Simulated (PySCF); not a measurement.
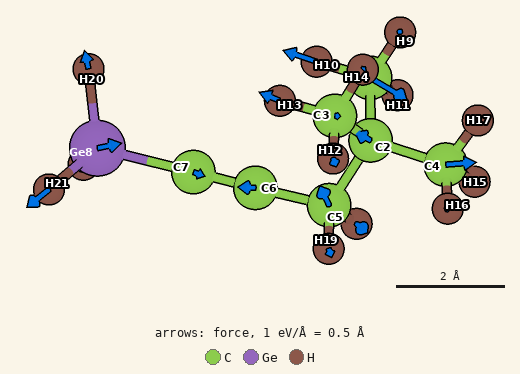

Starting geometry of C$_{7}$H$_{14}$Ge with the computed forces as blue arrows. Style: ball-and-stick. Shown at a tilt.

The start comes from GFN2-xTB. Its atoms were then displaced at random by about 0.01 Å.

Computed with PBE0-D3(BJ)/def2-SVP geometry optimisation, gas phase in PySCF. 

Question: Is this structure relaxed? If not, where do the atoms go?

Answer: It isn't relaxed: the largest force vector, on a C atom, is 2.19 eV/Å. The final displacements follow the starting forces only in part (cosine between the two patterns 0.34). The largest move after the best rigid fit is that of an H atom, 0.12 Å. Largest moves by element: H 0.12 Å, C 0.07 Å, Ge 0.05 Å. Some distances before and after: Ge–H 1.470 → 1.536 Å, Ge–H 1.498 → 1.538 Å, C–H 1.061 → 1.100 Å, C–C 1.496 → 1.528 Å. Bond angles that change, for instance: H–C–H 111.2° → 107.9°, C–C–H 108.0° → 110.6°, C–C–H 108.9° → 111.2°. The energy falls by 4.31 kcal/mol in 4 geometry steps. The run took 3.3 min on 1 thread of Arm Neoverse N1, on a shared host.
